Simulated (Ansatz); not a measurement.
# NbInO4 (P2/c): a many-body input that goes wrong, and its mend

A first try at the G0W0 gap of NbInO4 (P2/c), what the program said, and an input that works.

Method: G0W0 on r2SCAN, plane waves, PAW, in Ansatz 0.2.0.

## (1) The starting structure

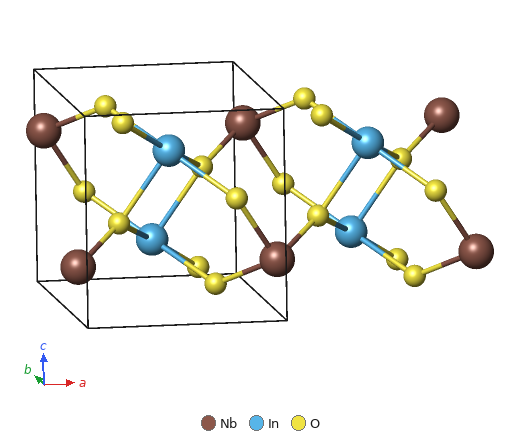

The cell as given, slightly off an axis (niobium brown, indium blue, oxygen yellow). 2×1×1 cells are drawn. Some periodic images of atoms are drawn too.

The cell and positions come from the Crystallography Open Database and are kept as given unless a step says otherwise. The default PAW set here is soft_2. Its files were made with PBE.

## (2) First try

Input file input.yaml:

```yaml
crystal:
  lattice:
    - [4.8355, 0.0, 0.0]
    - [0.0, 5.7709, 0.0]
    - [-0.1014445258, 0.0, 5.1429996119]
  atoms:
    - { symbol: Nb, position: [0.0, 0.1779, 0.25] }
    - { symbol: Nb, position: [0.0, 0.8221, 0.75] }
    - { symbol: In, position: [0.5, 0.6825, 0.25] }
    - { symbol: In, position: [0.5, 0.3175, 0.75] }
    - { symbol: O, position: [0.26, 0.618, 0.901] }
    - { symbol: O, position: [0.74, 0.618, 0.599] }
    - { symbol: O, position: [0.74, 0.382, 0.099] }
    - { symbol: O, position: [0.26, 0.382, 0.401] }
    - { symbol: O, position: [0.217, 0.898, 0.438] }
    - { symbol: O, position: [0.783, 0.898, 0.062] }
    - { symbol: O, position: [0.783, 0.102, 0.562] }
    - { symbol: O, position: [0.217, 0.102, 0.938] }
kpoints:
  mp_grid: { grid: [2, 2, 2] }
hamiltonian:
  xc: r2scan
scf:
  occupations: { method: fixed }
gw:
  n_empty_bands: 233
  ecut_chi: 10
  qp_bands: [v4, c4]
  qp_kpoints: band_edges
  screening: { model: contour_deformation }
```

Started as:

```sh
ansatz run input.yaml --threads 24 --pin off --max-ram 82944MiB --backend cuda --events-out ev --progress --plain --runs-dir out --devices 1 --max-vram 78GiB
```

Numbers of over 12 decimals in the logs are rounded to 6 here.

The program printed:

```text
GPUs: using 1 of 1 available (devices: 1).
Engine: ansatz 0.2.0, aarch64-unknown-linux-gnu
Pseudopotentials: kind: paw
Pseudopotential: Nb, paw, valence charge 13, recommended cutoff 500 eV (meta_gga), Nb.paw.azcp
Pseudopotential: In, paw, valence charge 13, recommended cutoff 500 eV (meta_gga), In.paw.azcp
Pseudopotential: O, paw, valence charge 6, recommended cutoff 500 eV (meta_gga), O.paw.azcp
Functional definition: r2SCAN
  parameter k0 = 0.174
  parameter k1 = 0.065
  parameter a1 = 4.9479
  exchange = r2scan_x(k0 = k0, k1 = k1, a1 = a1)
  correlation = r2scan_c
[...]
Crystal: 12 atoms, lattice volume = 143.516 Å³
Basis set: ecut = 500 eV, 3649 PW (Γ), exchange–correlation on 144×180×160 points (64 copies of the dense FFT grid, shifted against one another)
Bands: 62, of which v1, the nominal top of the filled ones, is band 50 counted from 1 (49 counted from 0)
Symmetry: 4 space group operations
Space group: P2/c (ITA 13), of the structure as read, at distance tolerance 5.2e-5 Å
k-points: 8
Non-local potential: Nb, projectors of the file, l = 0: 3, l = 1: 2, l = 2: 2, l = 3: 1
Non-local potential: In, projectors of the file, l = 0: 2, l = 1: 2, l = 2: 2, l = 3: 2
Non-local potential: O, projectors of the file, l = 0: 2, l = 1: 2, l = 2: 1
PAW form: soft (Blöchl's): semilocal exchange-correlation on the pseudo side does not see the compensation charge
PAW frozen core: Nb, regenerated for the run's functional (the file was generated under x = pbe(κ = 0.804, μ = 0.219515), c = pbe(β = 0.066725))
PAW frozen core: In, regenerated for the run's functional (the file was generated under x = pbe(κ = 0.804, μ = 0.219515), c = pbe(β = 0.066725))
PAW frozen core: O, regenerated for the run's functional (the file was generated under x = pbe(κ = 0.804, μ = 0.219515), c = pbe(β = 0.066725))
PAW one-centre angular grid: Nb, 590 points (default); XC on 160 Gauss nodes
PAW one-centre angular grid: In, 590 points (default); XC on 289 of its mesh's 2783 points in the sphere
PAW one-centre angular grid: O, 302 points (default); XC on 160 Gauss nodes
Initial density: superposition of atomic densities (neutral atoms: chi_scale 0, normalization atom), corrected by the library's trained network
Initial wavefunctions: pseudopotential atomic-orbital guess
[...]
Functional: x = r2scan, c = r2scan; τ floored in thin density (d = 2e-4 eV/Å³)
SCF iter   1: F=—  HF=-24908.787455 eV  |F-HF|=—  |Δ(HF+E_count)|=         —  Δρ=1.66e-2  dr2=5.15e-1  dr2_τ=7.21e-1  ethr=1.77e-3  ⟨swp⟩=5.0  Hψ=1685  notcnv=0  defer=76
preconditioner: auto → Resta (q_TF=auto, 2.569 Å⁻¹)  ε∞=5.0  [insulator: Δε(μ)=4.226 eV  Ē_g=14.248 eV  n_scr=38 (ndim 8)  ℏωp=28.4 eV  f_vac=0.026  ε∞_Penn≈5.0]
SCF iter   2: F=—  HF=-24908.838588 eV  |F-HF|=—  |Δ(HF+E_count)|=   5.11e-2  Δρ=7.38e-3  dr2=2.67e-2  dr2_τ=2.60e-2  ethr=5.15e-4  ⟨swp⟩=2.8  Hψ=911  notcnv=0  defer=71
SCF iter   3: F=—  HF=-24908.839579 eV  |F-HF|=—  |Δ(HF+E_count)|=   9.91e-4  Δρ=3.37e-3  dr2=8.16e-3  dr2_τ=7.50e-4  ethr=2.67e-5  ⟨swp⟩=2.0  Hψ=678  notcnv=0  defer=79
SCF iter   4: F=—  HF=-24908.839352 eV  |F-HF|=—  |Δ(HF+E_count)|=   2.28e-4  Δρ=7.01e-4  dr2=5.26e-4  dr2_τ=9.18e-5  ethr=8.16e-6  ⟨swp⟩=2.0  Hψ=657  notcnv=0  defer=80
SCF iter   5: F=—  HF=-24908.839378 eV  |F-HF|=—  |Δ(HF+E_count)|=   2.61e-5  Δρ=2.77e-4  dr2=9.95e-5  dr2_τ=1.70e-5  ethr=5.26e-7  ⟨swp⟩=2.0  Hψ=718  notcnv=0  defer=71
SCF iter   6: F=—  HF=-24908.839367 eV  |F-HF|=—  |Δ(HF+E_count)|=   1.04e-5  Δρ=8.10e-5  dr2=9.67e-6  dr2_τ=8.32e-7  ethr=9.95e-8  ⟨swp⟩=2.0  Hψ=676  notcnv=0  defer=44
SCF iter   7: F=—  HF=-24908.839368 eV  |F-HF|=—  |Δ(HF+E_count)|=   1.24e-6  Δρ=1.87e-5  dr2=5.53e-7  dr2_τ=4.92e-8  ethr=9.67e-9  ⟨swp⟩=2.0  Hψ=769  notcnv=0  defer=44
SCF iter   8: F=-24908.839368 eV  HF=-24908.839368 eV  |F-HF|=1.52e-9  |Δ(HF+E_count)|=   7.74e-8  Δρ=3.76e-6  dr2=2.98e-8  dr2_τ=2.18e-9  ethr=1.00e-10  ⟨swp⟩=9.5  Hψ=1694  notcnv=0
SCF 1 converged in 8 iterations: F = -24908.839368 eV  dr2 = 2.98e-8
[...]
SCF converged after 8 iterations
[...]
0    54     13.2444   -14.1062    -4.0984   -20.2631  0.8299    15.3662    15.3029  root
     1    47      8.2003   -26.0298     3.8384   -21.2458  0.8303     7.2436     7.2548  root
     1    48      8.2003   -26.0298     3.8384   -21.2458  0.8303     7.2436     7.2548  root
     1    49      8.3857   -26.5130     3.7754   -21.7852  0.8331     7.4224     7.4333  root
     1    50      8.3857   -26.5130     3.7754   -21.7852  0.8331     7.4224     7.4333  root
     1    51     12.5527   -13.3600    -3.7758   -18.9804  0.8402    14.4378    14.3973  root
     1    52     12.5527   -13.3600    -3.7758   -18.9804  0.8402    14.4378    14.3973  root
     1    53     13.1746   -14.0307    -4.1130   -20.1608  0.8286    15.2533    15.1917  root
     1    54     13.1746   -14.0307    -4.1130   -20.1608  0.8286    15.2533    15.1917  root
     2    47      8.0317   -26.3389     3.7413   -21.6614  0.8328     7.0849     7.0955  root
     2    48      8.0788   -26.5065     3.7639   -21.8516  0.8330     7.1782     7.1877  root
     2    49      8.2533   -25.8045     3.9047   -20.9069  0.8289     7.2477     7.2604  root
     2    50      8.5631   -26.7027     3.7788   -21.9570  0.8342     7.5852     7.5962  root
     2    51     12.4955   -13.1857    -3.9859   -19.2565  0.8364    14.6375    14.5804  root
[...]
7    50      8.2979   -26.0728     3.9371   -21.1170  0.8290     7.2659     7.2792  root
     7    51     13.1269   -13.2957    -4.1466   -19.4933  0.8316    15.2391    15.1778  root
     7    52     13.1269   -13.2957    -4.1466   -19.4933  0.8316    15.2391    15.1778  root
     7    53     13.1610   -13.9519    -4.0553   -19.9994  0.8308    15.2115    15.1532  root
     7    54     13.1610   -13.9519    -4.0553   -19.9994  0.8308    15.2115    15.1532  root
```

Wall time 3.5 s (1 × NVIDIA GB200 (shared by 2 runs) with 24 threads of Arm Neoverse V2, shared host); peak memory 1.6 GiB.

**Diagnosis.**

The run ended normally, though the input holds a fault or crude settings.

The fault: screening cutoff of 10 eV. Nearly all local fields and short-range correlation are left out.

It printed a gap of 6.80 eV, which is an artefact of the settings.

## (3) A better input

Now the one-shot GW correction: screening in the RPA, then the self-energy of the levels asked for.

Edit input.yaml of step 2 so:

```diff
@@ -19,3 +19,3 @@
 kpoints:
-  mp_grid: { grid: [2, 2, 2] }
+  mp_grid: { grid: [4, 2, 4] }
 hamiltonian:
@@ -25,4 +25,4 @@
 gw:
-  n_empty_bands: 233
-  ecut_chi: 10
+  n_empty_bands: 306
+  ecut_chi: 96
   qp_bands: [v4, c4]
```

The program printed:

```text
GPUs: using 1 of 1 available (devices: 1).
[...]
Crystal: 12 atoms, lattice volume = 143.516 Å³
Basis set: ecut = 500 eV, 3649 PW (Γ), exchange–correlation on 144×180×160 points (64 copies of the dense FFT grid, shifted against one another)
Bands: 62, of which v1, the nominal top of the filled ones, is band 50 counted from 1 (49 counted from 0)
[... 1 set-up line as in the run before ...]
[...]
k-points: 20 of 32
[...]
SCF iter   1: F=—  HF=-24908.806817 eV  |F-HF|=—  |Δ(HF+E_count)|=         —  Δρ=1.64e-2  dr2=5.11e-1  dr2_τ=7.18e-1  ethr=1.77e-3  ⟨swp⟩=5.0  Hψ=4270  notcnv=0  defer=192
[...]
SCF iter   8: F=-24908.859429 eV  HF=-24908.859429 eV  |F-HF|=3.24e-9  |Δ(HF+E_count)|=   7.80e-8  Δρ=3.77e-6  dr2=2.90e-8  dr2_τ=2.19e-9  ethr=1.00e-10  ⟨swp⟩=10.0  Hψ=4192  notcnv=0
SCF 1 converged in 8 iterations: F = -24908.859429 eV  dr2 = 2.90e-8
[...]
SCF converged after 8 iterations
[...]
12    54     13.4200   -14.0103    -4.9355   -20.1329  0.7796    14.6268    14.6071  root
    13    47      7.8361   -26.2676     4.5949   -21.5128  0.7574     7.6758     7.6762  root
    13    48      7.8931   -25.7060     4.5396   -21.0001  0.7556     7.7265     7.7269  root
    13    49      8.3510   -26.2471     4.6720   -21.4727  0.7554     8.2484     8.2485  root
    13    50      8.3690   -25.9545     4.7241   -21.1255  0.7524     8.2639     8.2641  root
    13    51     12.6407   -13.4107    -5.0139   -19.4763  0.7908    13.7062    13.6924  root
    13    52     12.7787   -12.9748    -4.7546   -18.7208  0.7983    13.7813    13.7701  root
    13    53     13.3852   -14.2877    -4.9473   -20.4176  0.7770    14.5880    14.5677  root
[...]
19    51     13.1251   -13.3582    -5.0504   -19.4919  0.7869    14.2241    14.2083  root
    19    52     13.1251   -13.3582    -5.0504   -19.4919  0.7869    14.2241    14.2083  root
    19    53     13.1590   -14.0158    -4.8698   -20.0007  0.7838    14.2910    14.2741  root
    19    54     13.1590   -14.0158    -4.8698   -20.0007  0.7838    14.2910    14.2741  root
```

Run time: 11 s. Hardware: 1 × NVIDIA GB200 (shared by 2 runs) with 24 threads; peak memory 2.6 GiB; 48 s of CPU time.

This step gave:

* bands summed: 356
* RPA ε∞ on this mesh (eigenvalues): 4.447, 4.540, 4.792
* plane waves in the screening matrix: 295
* q-points in the mesh: 32
* G0W0 gap on the mesh: 4.905 eV
* k of the valence top: 0.25, 0, -0.25
* k of the conduction bottom: 0.25, 0, -0.5
* starting gap on the mesh: 3.846 eV
* Z at the valence top: 0.7562
* Z at the conduction bottom: 0.7994
* least direct G0W0 gap on the computed points: 5.012 eV

The gap on the mesh goes from 3.85 eV to 4.90 eV, a correction of +1.06 eV. Between the two edge states, bare exchange in place of the xc potential would open the gap by 10.37 eV, and correlation takes back 9.31 eV.

## (4) What came out

```
first try  : converged after 3.5 s
better run : G0W0 gap on the mesh 4.90 eV (4×2×4 mesh, 306 empty bands, screening to 96 eV)
```

What this shows: The second run differs in: mesh, empty bands and screening cutoff (eV). Bands and cutoff are finite, so the gap is not at the basis limit. The miss can reach some tenths of an eV and take either sign; the mesh is an error of its own. The 4×2×4 mesh is coarse for this cell (its supercell is 12 Å along the shortest edge). The RPA ε∞ on it, from the r2SCAN start, is 4.45, 4.54 and 4.79; such meshes misread the long-range screening, most where the gap is narrow. The many-body steps are scalar-relativistic: spin-orbit coupling is not in them.

[Paths, hosts, dates, memory and timing lines, banners, echoed tables and standing remarks are left out of the program output.]

[Logs are printed without paths, hosts, clocks, repeated set-up lines and the standing remarks that a program may print on its own settings, such as how far it seeks lower states.]

[Runs of the session that timed out or met a known fault of the program may be left out.]

[Cells called generated may have been cut or substituted from an entry of the Crystallography Open Database or the Materials Project.]

[Hosts, paths, dates, database ids (printed as entryN), source tags and the programs' standing remarks are cut or masked in the printed files.]
